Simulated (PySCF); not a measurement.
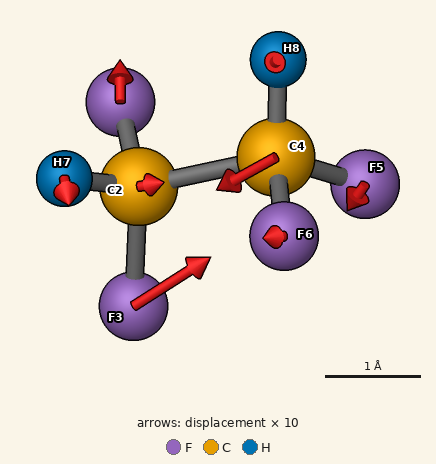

A relaxation of C$_{2}$H$_{2}$F$_{4}$. The starting structure is drawn; red arrows show the displacements, 10 times their true length. The two geometries are superimposed by the best rigid fit.

A ball-and-stick model, seen at a tilt.

The start comes from MMFF94s. Its atoms were then displaced at random by about 0.03 Å.

Theory: PBE0-D3(BJ)/def2-SVP geometry optimisation, gas phase in PySCF 2.14.0, density-fitted response routines. 

What did the optimiser do to the structure, and how much energy did it gain?

The atom that moves furthest after the best rigid fit is an F atom (0.10 Å). By element the largest moves are F 0.10 Å, C 0.08 Å, H 0.05 Å. Near-neighbour distances that change, for instance: C–C 1.635 → 1.523 Å, C–F 1.285 → 1.346 Å, C–F 1.392 → 1.339 Å, C–H 1.072 → 1.105 Å. Among the angles between lasting bonds that change: F–C–H 112.7° → 109.4°, F–C–H 112.3° → 109.3°, C–C–F 105.7° → 108.6°. Over 5 geometry steps the energy falls by 0.381 eV.
